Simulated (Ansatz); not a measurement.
**Frequency calculation, with input and output: CH5AlO**

The run: frequency calculation of CH5AlO. Method and program: HF/STO-3G, RHF (Ansatz 0.2.0).

The geometry was optimised with HF/STO-3G. Figures and captions count atoms from 1; the log counts them from 0 in places.

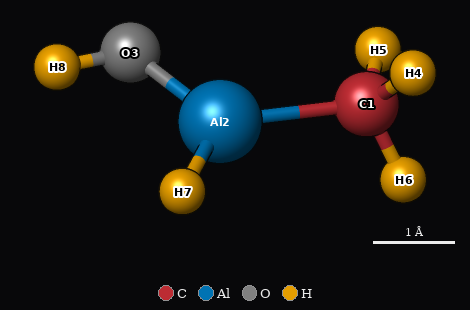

Figure 1. The structure (ball-and-stick view, seen at a tilt; atoms are numbered from 1 in the order of the input). Sticks mark near contacts. Bond lengths as drawn: Al–C 1.89 Å, Al–H 1.47 Å, Al–O 1.67 Å, C–H 1.08 Å and H–O 0.98 Å.

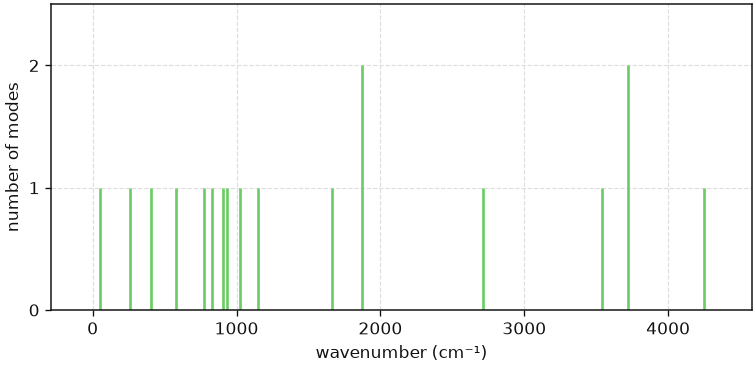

Figure 2. Harmonic vibrational wavenumbers from the force constants; neighbouring modes closer than 19 cm⁻¹ are counted in one stick. 18 modes from 49 to 4247 cm⁻¹, none imaginary.

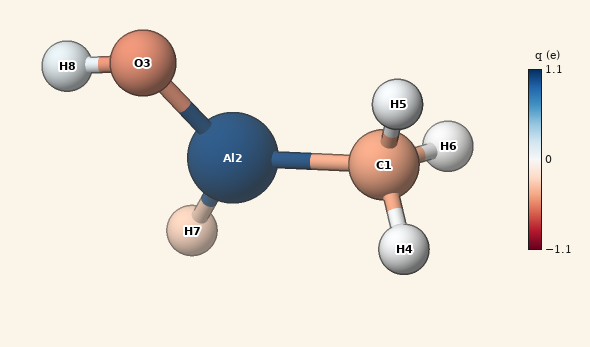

Figure 3. Mulliken charges, as the colour of each atom (ball-and-stick view, seen at a tilt; atoms are numbered from 1 in the order of the input; Mulliken charges depend strongly on the basis). By element: C −0.44, Al +1.03, O −0.52 and H −0.29 to +0.12 e.

The input that produced these results follows, with the program's output.

Input
```yaml
crystal:
  periodic: [false, false, false]
  atoms:
    - {symbol: C, position_ang: [-0.744687, 0.954624, -0.077440]}
    - {symbol: Al, position_ang: [0.570996, -0.399531, -0.212806]}
    - {symbol: O, position_ang: [0.483636, -1.657987, 0.885339]}
    - {symbol: H, position_ang: [-0.303317, 1.926631, 0.105872]}
    - {symbol: H, position_ang: [-1.448850, 0.771129, 0.723361]}
    - {symbol: H, position_ang: [-1.320546, 1.048071, -0.990038]}
    - {symbol: H, position_ang: [1.646035, -0.394670, -1.220875]}
    - {symbol: H, position_ang: [1.208933, -2.305366, 0.730686]}
basis:
  gaussian:
    orbitals: STO-3G
hamiltonian:
  xc: hf
phonons:
  temperatures: {t_min: 298.15, t_max: 298.15, t_step: 1}
```

Run as:
```bash
ansatz run in.yaml --threads 1 --pin off --max-ram 3480MiB --events-out events.jsonl --progress --plain --runs-dir runs
```

What the program printed
```
Functional definition: HF
  name "HF"
  exchange = exact_x
  correlation = 0
327 factors; integrals over basis functions are off by at most 1.1e-5 eV
mean field evaluation 1: about -9609.4412 eV, gradient 2.4e1 eV
mean field evaluation 2: about -9609.4841 eV, gradient 2.4e1 eV
mean field evaluation 4: about -9611.5884 eV, gradient 1.3e0 eV
mean field evaluation 8: about -9611.5959 eV, gradient 7.6e-6 eV
mean field -9611.59585127 eV, -353.2196325604 hartree, gradient 2.6e-5 eV, S^2 0.000000; 0 other end points of the search recorded, 0 dependent functions left out
the calculation of the forces begins
reference -9611.59585127 eV, -353.2196325604 hartree; 16, 16 occupied and 8, 8 virtual orbitals, 327 factors
these checks for a lower state are left out or cut short: stability, starts, cluster_reference, orbital_swaps, neighbouring_geometries, increment
327 factors; integrals over basis functions are off by at most 1.1e-5 eV
mean field evaluation 16: about -9611.5956 eV, gradient 1.9e-6 eV
mean field -9611.59564359 eV, -353.2196249283 hartree, gradient 1.9e-6 eV, S^2 0.000000; 0 other end points of the search recorded, 0 dependent functions left out
[... from here on the field's lines of each further geometry are left out, up to the last ...]
the calculation of the forces begins
reference -9611.59584048 eV, -353.2196321639 hartree; 16, 16 occupied and 8, 8 virtual orbitals, 327 factors
these checks for a lower state are left out or cut short: stability, starts, cluster_reference, orbital_swaps, neighbouring_geometries, increment
327 factors; integrals over basis functions are off by at most 1.1e-5 eV
mean field -9611.59583883 eV, -353.2196321035 hartree, gradient 1.9e-6 eV, S^2 0.000000; 0 other end points of the search recorded, 0 dependent functions left out
the calculation of the forces begins
reference -9611.59583883 eV, -353.2196321035 hartree; 16, 16 occupied and 8, 8 virtual orbitals, 327 factors
Total energy: -9611.59585127 eV, -353.2196325604 hartree
Atom 0 at    -0.744687     0.954624    -0.077440 Å, force    -0.000333     0.000692     0.000130 eV/Å
Atom 1 at     0.570996    -0.399531    -0.212806 Å, force    -0.000172    -0.000794     0.000950 eV/Å
Atom 2 at     0.483636    -1.657987     0.885339 Å, force     0.000358     0.001062    -0.001377 eV/Å
Atom 3 at    -0.303317     1.926631     0.105872 Å, force    -0.000284    -0.000779    -0.000221 eV/Å
Atom 4 at    -1.448850     0.771129     0.723361 Å, force     0.000379    -0.000009    -0.000374 eV/Å
Atom 5 at    -1.320546     1.048071    -0.990038 Å, force     0.000376    -0.000121     0.000519 eV/Å
Atom 6 at     1.646035    -0.394670    -1.220875 Å, force    -0.000086    -0.000037     0.000065 eV/Å
Atom 7 at     1.208933    -2.305366     0.730686 Å, force    -0.000237    -0.000013     0.000308 eV/Å
Dipole moment:     0.217631    -0.027144    -0.181437 e Å
Vibrations: 48.56 257.72 408.52 580.95 774.78 831.61 906.66 936.61 1026.94 1147.35 1664.46 1874.66 1875.18 2713.49 3542.10 3715.78 3730.07 4246.69 cm⁻¹, zero-point energy 1.877253 eV
```

Results in brief

```csv
quantity,value
outcome,converged
total energy,−353.219633 hartree
basis functions,24
largest force,0.002 eV/Å
zero-point energy,0.068988 hartree
dipole moment,1.37 D
"wavenumbers, lowest and highest",49 and 4247 cm⁻¹
hardware,"1 thread of AMD EPYC (Zen 5), 16 GiB of memory available, shared host"
wall time,5.4 s
peak memory,0.085 GiB
```
